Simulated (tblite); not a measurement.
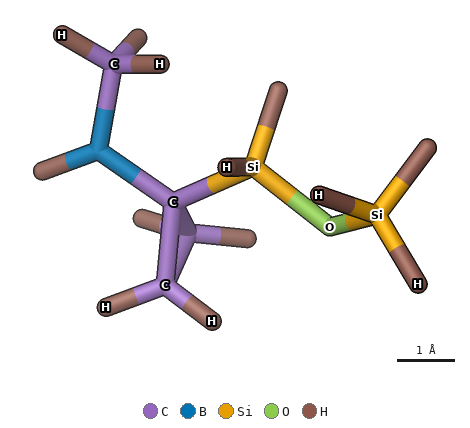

Figure 1. The starting structure (stick view, seen at a tilt). Bond lengths as drawn: B–C 1.59 to 1.60 Å, B–H 1.20 Å, C–C 1.49 to 1.53 Å, C–H 1.10 to 1.12 Å, C–Si 1.86 Å, H–Si 1.45 to 1.50 Å and O–Si 1.72 Å.

# Geometry relaxation of C4H13BOSi2

C4H13BOSi2, computed with GFN2-xTB geometry optimisation, gas phase (tblite 0.8.0).

It belongs to a series of runs on one base structure; here: S replaced by O.

**Log**
```
step      E/eV     max force
  0    -652.51121    2.819
  1    -652.83299    1.868
  2    -653.06664    1.162
  3    -653.12499    0.742
  4    -653.19276    0.516
  5    -653.22534    0.569
  6    -653.29963    0.550
  7    -653.34347    0.573
  8    -653.38284    0.453
  9    -653.41275    0.420
 10    -653.43849    0.421
 11    -653.46382    0.400
 12    -653.49111    0.401
 13    -653.51665    0.371
 14    -653.53549    0.297
 15    -653.54697    0.226
 16    -653.55660    0.227
 17    -653.56763    0.216
 18    -653.57793    0.218
 19    -653.58640    0.252
 20    -653.59415    0.212
 21    -653.60327    0.230
 22    -653.61420    0.254
 23    -653.62476    0.207
 24    -653.63322    0.186
 25    -653.64077    0.192
 26    -653.65054    0.272
 27    -653.66404    0.326
 28    -653.67843    0.304
 29    -653.68999    0.230
 30    -653.69866    0.211
 31    -653.70588    0.340
 32    -653.71394    0.287
 33    -653.72123    0.173
 34    -653.72711    0.163
 35    -653.73023    0.196
 36    -653.73835    0.224
 37    -653.74534    0.250
 38    -653.75140    0.183
 39    -653.75493    0.134
 40    -653.75811    0.125
 41    -653.76153    0.123
 42    -653.76470    0.126
 43    -653.76733    0.115
 44    -653.76987    0.105
 45    -653.77291    0.117
 46    -653.77651    0.146
 47    -653.78000    0.176
 48    -653.78288    0.139
 49    -653.78565    0.141
 50    -653.78911    0.179
 51    -653.79304    0.160
 52    -653.79577    0.122
 53    -653.79851    0.116
 54    -653.80133    0.132
 55    -653.80464    0.120
 56    -653.80777    0.134
 57    -653.81028    0.119
 58    -653.81236    0.098
 59    -653.81432    0.098
 60    -653.81637    0.112
 61    -653.81864    0.120
 62    -653.82086    0.104
 63    -653.82275    0.102
 64    -653.82422    0.086
 65    -653.82525    0.103
 66    -653.82655    0.117
 67    -653.82792    0.111
 68    -653.82991    0.116
 69    -653.83082    0.100
 70    -653.83300    0.101
 71    -653.83480    0.117
 72    -653.83669    0.115
 73    -653.83811    0.102
 74    -653.83956    0.086
 75    -653.84125    0.090
 76    -653.84239    0.171
 77    -653.84377    0.161
 78    -653.84502    0.075
 79    -653.84666    0.095
 80    -653.84803    0.130
 81    -653.84965    0.128
 82    -653.85142    0.099
 83    -653.85062    0.315
 84    -653.85355    0.086
 85    -653.85449    0.084
 86    -653.85515    0.245
 87    -653.85734    0.062
 88    -653.85797    0.060
 89    -653.85890    0.078
 90    -653.85959    0.040
 91    -653.86010    0.060
 92    -653.86044    0.052
 93    -653.86065    0.046
 94    -653.86087    0.036
 95    -653.86104    0.038
 96    -653.86127    0.047
 97    -653.86159    0.061
 98    -653.86197    0.057
 99    -653.86226    0.036
100    -653.86243    0.032
101    -653.86255    0.027
102    -653.86274    0.033
103    -653.86302    0.040
104    -653.86335    0.039
105    -653.86362    0.035
106    -653.86376    0.030
107    -653.86385    0.018
108    -653.86394    0.021
109    -653.86401    0.020
110    -653.86407    0.014
111    -653.86411    0.015
112    -653.86416    0.019
113    -653.86424    0.024
114    -653.86436    0.026
115    -653.86448    0.022
116    -653.86457    0.015
117    -653.86463    0.017
118    -653.86468    0.018
119    -653.86476    0.020
120    -653.86488    0.022
121    -653.86503    0.026
122    -653.86518    0.025
123    -653.86536    0.035
124    -653.86559    0.041
125    -653.86588    0.042
126    -653.86617    0.035
127    -653.86646    0.029
128    -653.86676    0.032
129    -653.86707    0.039
130    -653.86733    0.029
131    -653.86747    0.021
132    -653.86755    0.022
133    -653.86764    0.026
134    -653.86775    0.029
135    -653.86784    0.017
136    -653.86789    0.011
137    -653.86791    0.008
```

**Trajectory as extended XYZ (Å, eV, eV/Å), 5 of the 138 frames kept, from step=0 to step=137**
```
21
Properties=species:S:1:pos:R:3:forces:R:3 step=0 energy=-652.51121
C    -2.2577    1.4223    0.6378    0.6260  -0.4090   0.3420
B    -2.0537   -0.1472    0.7233    0.1790  -0.5190  -1.5670
C    -0.7109   -0.6997    0.0413   -0.7120   1.0820   0.6890
Si    0.6530    0.5599    0.0286    1.3680  -0.7550  -0.1410
O     2.1278   -0.0883   -0.5692    0.0000   2.0610   1.9240
Si    3.3840    0.8091    0.1849   -0.4820  -0.3720  -0.5740
C    -0.9020   -1.5887   -1.1662   -0.6500  -0.9290   0.9270
C    -0.3639   -2.1485    0.1536   -0.2000  -0.3140  -0.8770
H    -1.2580    1.8789    0.8199   -1.2000   0.1140   0.1020
H    -2.5016    1.6405   -0.4229   -0.1250   0.0550   0.8230
H    -3.0204    1.7968    1.3413    0.3990   0.1270  -0.6640
H    -2.9650   -0.9129    0.8339    0.3840   0.3690   0.3760
H     0.9198    0.9135    1.4569   -0.4500  -0.1100  -0.3680
H     0.3396    1.7722   -0.7029    0.1890   0.1190  -0.3310
H     3.5985    2.0685   -0.5687   -0.1050  -0.4580   0.0730
H     2.8959    1.2263    1.5325    0.6170  -0.2020  -0.4190
H     4.6056    0.0052    0.3001   -0.4020  -0.0600  -0.1910
H    -0.1869   -1.5456   -1.9955   -0.6700   0.0940   0.3640
H    -1.9819   -1.8009   -1.3672    1.2750   0.0460  -0.2970
H     0.7093   -2.3972    0.1028   -0.8130  -0.0950   0.3890
H    -1.0408   -2.7476    0.7899    0.7700   0.1570  -0.5790
21
Properties=species:S:1:pos:R:3:forces:R:3 step=34 energy=-653.72711
C    -2.5971    1.2943    0.6770   -0.0590   0.0730   0.0300
B    -2.1565   -0.2085    0.5733   -0.0130   0.0550  -0.0170
C    -0.7279   -0.5741    0.0946    0.0110  -0.0510   0.0680
Si    0.6126    0.7554    0.1744   -0.0410   0.0150  -0.0220
O     2.1291    0.1615    0.0910    0.0300  -0.0410   0.0300
Si    3.6697    0.6787    0.1593    0.0300  -0.0270  -0.0120
C    -0.7538   -1.4883   -1.1357    0.0340   0.0030   0.0140
C    -0.3614   -2.0468    0.1748    0.0670  -0.0260   0.0060
H    -1.8277    1.9304    1.1030    0.0470   0.0350  -0.0390
H    -2.7763    1.6657   -0.3324    0.0390   0.0200  -0.0140
H    -3.5113    1.4706    1.2348   -0.1050  -0.0740   0.0410
H    -2.9311   -1.0706    0.7787    0.0120   0.0450  -0.0110
H     0.5564    1.4930    1.4416   -0.0040  -0.0250   0.0030
H     0.4723    1.6597   -0.9732   -0.0070   0.0360  -0.0020
H     3.8100    1.7494   -0.8322    0.0260  -0.0270   0.1060
H     3.9846    1.1275    1.5211   -0.1060   0.0310  -0.1200
H     4.4806   -0.4869   -0.1768   -0.0970  -0.0720  -0.0470
H     0.0207   -1.3485   -1.8769   -0.0710   0.0280  -0.0160
H    -1.7236   -1.7411   -1.5436    0.0840  -0.0090  -0.0280
H     0.6774   -2.3054    0.3129    0.0350   0.0190   0.0680
H    -1.0556   -2.6990    0.6885    0.0860  -0.0080  -0.0370
21
Properties=species:S:1:pos:R:3:forces:R:3 step=68 energy=-653.82991
C    -2.7978    1.2251    0.6800   -0.0090  -0.0070  -0.0070
B    -2.2135   -0.2223    0.4953   -0.0030  -0.0200  -0.0080
C    -0.7314   -0.4300    0.1097    0.0270  -0.0200   0.0010
Si    0.5092    0.9866    0.2315   -0.0250   0.0540  -0.0060
O     1.9877    0.3233    0.1029    0.0140   0.0360   0.0060
Si    3.6028    0.3623    0.0269    0.0330  -0.0080   0.0060
C    -0.5014   -1.3669   -1.0792    0.0470  -0.1060  -0.0030
C    -0.1337   -1.8231    0.2756    0.0070  -0.0030   0.0340
H    -2.1143    1.8829    1.2116   -0.0390   0.0220  -0.0060
H    -2.9344    1.6669   -0.3077    0.0120   0.0210   0.0040
H    -3.7664    1.2559    1.1731    0.0090   0.0150   0.0220
H    -2.9187   -1.1567    0.5956   -0.0170  -0.0190  -0.0160
H     0.4569    1.6649    1.5276    0.0320  -0.0090   0.0390
H     0.3727    1.9438   -0.8715   -0.0040  -0.0120  -0.0090
H     3.9678    1.3555   -0.9819    0.0340  -0.0210  -0.0010
H     4.1187    0.7259    1.3466   -0.0270   0.0120  -0.0130
H     3.9950   -0.9988   -0.3421   -0.0520   0.0370  -0.0180
H     0.2838   -1.1039   -1.7738    0.0030  -0.0180   0.0250
H    -1.3640   -1.8166   -1.5501   -0.0300   0.0540  -0.0090
H     0.9132   -1.8756    0.5356   -0.0100  -0.0300  -0.0240
H    -0.7412   -2.5823    0.7484   -0.0030   0.0230  -0.0170
21
Properties=species:S:1:pos:R:3:forces:R:3 step=103 energy=-653.86302
C    -2.8772    1.1485    0.6648   -0.0110   0.0030   0.0080
B    -2.1836   -0.2334    0.3777   -0.0230  -0.0140   0.0070
C    -0.6618   -0.3282    0.1120   -0.0110   0.0070  -0.0130
Si    0.4466    1.1922    0.2822    0.0020   0.0160   0.0080
O     1.9767    0.8100   -0.1084   -0.0140  -0.0050  -0.0030
Si    3.4540    0.1572   -0.1153    0.0210  -0.0200  -0.0280
C    -0.2590   -1.3082   -0.9936    0.0160   0.0020  -0.0080
C     0.0040   -1.6682    0.4122    0.0000  -0.0360  -0.0070
H    -2.2673    1.8146    1.2696    0.0190   0.0060   0.0000
H    -3.0256    1.6591   -0.2874    0.0030   0.0070  -0.0070
H    -3.8571    1.0671    1.1297   -0.0020  -0.0120   0.0000
H    -2.8353   -1.2114    0.3152    0.0040   0.0230  -0.0020
H     0.4911    1.6715    1.6674   -0.0120  -0.0060  -0.0040
H     0.0954    2.2348   -0.6839    0.0140  -0.0010   0.0000
H     4.1868    0.9043   -1.1335    0.0000  -0.0020   0.0020
H     4.0264    0.3119    1.2209   -0.0070  -0.0010   0.0070
H     3.3318   -1.2620   -0.4644   -0.0030   0.0340  -0.0020
H     0.5753   -1.0326   -1.6219    0.0050   0.0110   0.0080
H    -1.0511   -1.8207   -1.5212    0.0160  -0.0020   0.0040
H     1.0240   -1.6508    0.7677   -0.0090   0.0050  -0.0020
H    -0.6028   -2.4387    0.8645   -0.0060  -0.0150   0.0310
21
Properties=species:S:1:pos:R:3:forces:R:3 step=137 energy=-653.86791
C    -2.8735    1.1543    0.6715    0.0000  -0.0030  -0.0020
B    -2.1990   -0.2160    0.2955    0.0040  -0.0040   0.0010
C    -0.6684   -0.3291    0.0930    0.0030   0.0030   0.0000
Si    0.4392    1.1905    0.2854    0.0010   0.0000   0.0020
O     1.9683    0.8149   -0.1134   -0.0010   0.0040   0.0040
Si    3.4465    0.1670   -0.1752   -0.0040  -0.0030  -0.0040
C    -0.1987   -1.3501   -0.9441    0.0000   0.0020   0.0000
C    -0.0270   -1.6608    0.4871   -0.0040   0.0040   0.0020
H    -2.2382    1.7958    1.2769   -0.0030   0.0010   0.0000
H    -3.0650    1.7013   -0.2527    0.0000   0.0020  -0.0010
H    -3.8340    1.0502    1.1713    0.0010  -0.0040   0.0010
H    -2.8728   -1.1650    0.1259    0.0040   0.0030   0.0050
H     0.4857    1.6445    1.6785    0.0000   0.0030   0.0030
H     0.0875    2.2478   -0.6637    0.0050   0.0010   0.0000
H     4.1871    1.0031   -1.1155    0.0010  -0.0020   0.0030
H     4.0113    0.1967    1.1735   -0.0070  -0.0030  -0.0030
H     3.3144   -1.2114   -0.6533    0.0060   0.0030  -0.0010
H     0.6764   -1.0968   -1.5240    0.0030  -0.0010  -0.0030
H    -0.9543   -1.8820   -1.5038   -0.0030  -0.0070   0.0000
H     0.9683   -1.6269    0.9065    0.0000   0.0020  -0.0040
H    -0.6627   -2.4111    0.9349   -0.0040  -0.0010  -0.0010
```

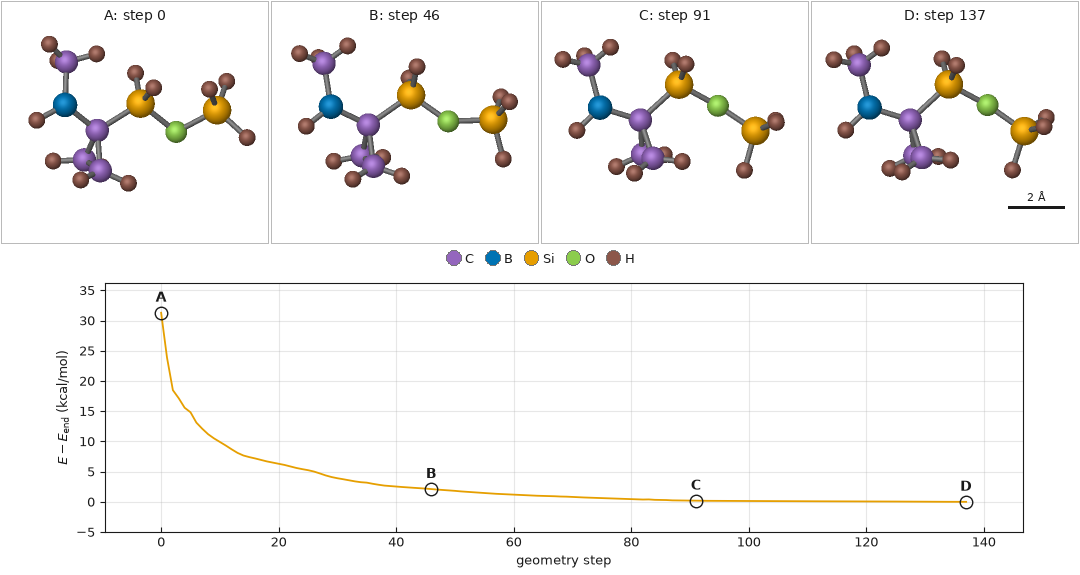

Figure 2. Frames of the relaxation (ball-and-stick view, seen on its broad side) above the curves, on which the letters mark them (steps are counted from 0).

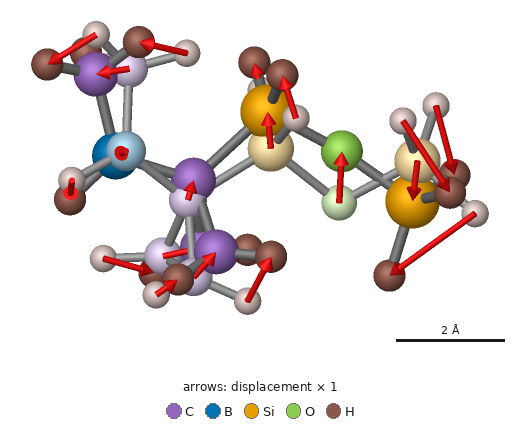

Figure 3. Start (faint) and end (solid) with the displacements as red arrows, at true length (ball-and-stick view, seen on its broad side). The two geometries are laid on each other by the best rigid fit. Over 137 geometry steps the energy falls by 31.3 kcal/mol. The largest force component goes from 2.1 to 0.007 eV/Å. H17 moves most after the best rigid fit: 2.06 Å. Largest moves by element: H 2.06 Å, O 1.00 Å, Si 0.79 Å, C 0.76 Å, B 0.45 Å. Among the contacts that change: O5–Si6 1.718 → 1.615 Å, C7–C8 1.531 → 1.475 Å, B2–C3 1.604 → 1.548 Å, C7–H19 1.119 → 1.080 Å. Among the angles that change: Si4–O5–Si6 106.1° → 164.5°, B2–C3–Si4 112.6° → 120.5°, H15–Si6–H16 105.6° → 112.7°. (Atoms are counted from 1 in the order of the input.)

The run was set up as follows.

**The input**
```
{"job": {"kind": "relax", "xc": "GFN2-xTB", "basis": "xTB"}, "charge": 0, "multiplicity": 1}
C     -2.257700     1.422300     0.637800
B     -2.053700    -0.147200     0.723300
C     -0.710900    -0.699700     0.041300
Si     0.653000     0.559900     0.028600
O      2.127800    -0.088300    -0.569200
Si     3.384000     0.809100     0.184900
C     -0.902000    -1.588700    -1.166200
C     -0.363900    -2.148500     0.153600
H     -1.258000     1.878900     0.819900
H     -2.501600     1.640500    -0.422900
H     -3.020400     1.796800     1.341300
H     -2.965000    -0.912900     0.833900
H      0.919800     0.913500     1.456900
H      0.339600     1.772200    -0.702900
H      3.598500     2.068500    -0.568700
H      2.895900     1.226300     1.532500
H      4.605600     0.005200     0.300100
H     -0.186900    -1.545600    -1.995500
H     -1.981900    -1.800900    -1.367200
H      0.709300    -2.397200     0.102800
H     -1.040800    -2.747600     0.789900
```

The first line tells a small driver script what to run in tblite; the rest is the geometry in Å.

Launched with:
```bash
OMP_NUM_THREADS=1 python <driver script> task.json out
```

**Results in brief**

| quantity | value |
| --- | --- |
| outcome | converged |
| total energy | −653.8679 eV |
| hardware | 1 CPU thread, shared host |
| wall time | 1 s |
| peak memory | 0.18 GiB |
